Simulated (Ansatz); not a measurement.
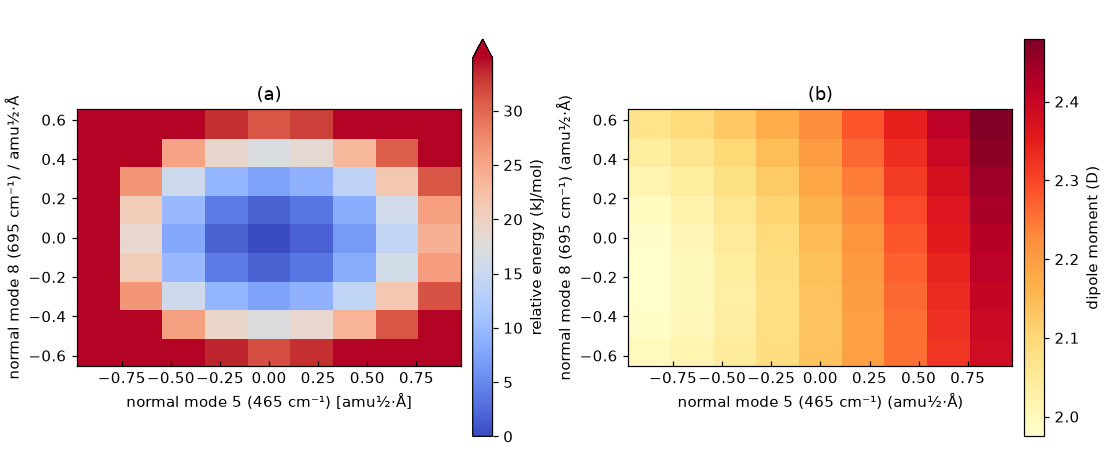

FGaH3OSi, SMILES [F][Ga][O][SiH3], spin multiplicity 2. 
- Coordinates scanned: (1) normal mode 5 (465 cm⁻¹); (2) normal mode 8 (695 cm⁻¹).
- Nothing is relaxed (straight displacements along the two mass-weighted modes).
- The scan uses a 9 × 9 grid.
- Points are written as (first, second).
- Energies are in kJ/mol, from the lowest grid point.
- Method: UKS PBE-D4/def2-SVP in Ansatz.

Panel (a) is the energy; panel (b) is the computed dipole moment, in D.

Drawn: one coloured cell a grid point, one colour for all values above the top of the scale.

**How does the dipole moment vary over the map, and what is it at the lowest grid point?**

Leaving out the highest fifth of the energies, it runs from 1.97 D at (−0.869 amu½·Å, −0.145 amu½·Å) to 2.45 D at (0.869 amu½·Å, 0.291 amu½·Å). At the lowest grid point, (0.000 amu½·Å, 0.000 amu½·Å), it is 2.15 D.
